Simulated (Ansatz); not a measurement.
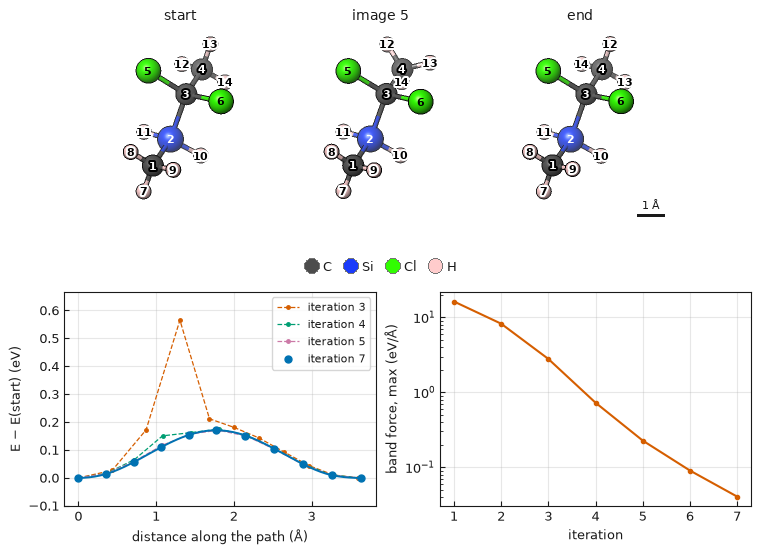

A search for the minimum-energy path of C3H8Cl2Si by the nudged elastic band. Images are numbered from 0 (start) to 10 (end). The plot follows the band through its iterations. Style: ball-and-stick. Shown from a free direction.

Level of theory: Ansatz 0.2.0, RKS r2SCANh-D4/STO-3G. Run with 9 movable images; climbing image; force threshold 0.05 eV/Å; iteration limit 10; starting path through a guess of the saddle point.

**Judge this run.**

The run is converged, with reservations. The band converged in 7 iterations. The largest component of the band force went from 16 to 0.041 eV/Å. The climbing image converged on the top of the path. Its curvatures weren't checked. The iteration limit was low. The first iteration put the highest image at 5.804 eV. The barrier is about 0.171 eV in both directions, with image 5 at the top; the ends have the same energy.

Limits of the set-up: STO-3G is a minimal basis, so the numbers are rough.

Cost: 2.8 min on 1 thread of AMD EPYC 9R45 96-Core Processor (Zen 5), on a shared host, peak memory 0.18 GiB.
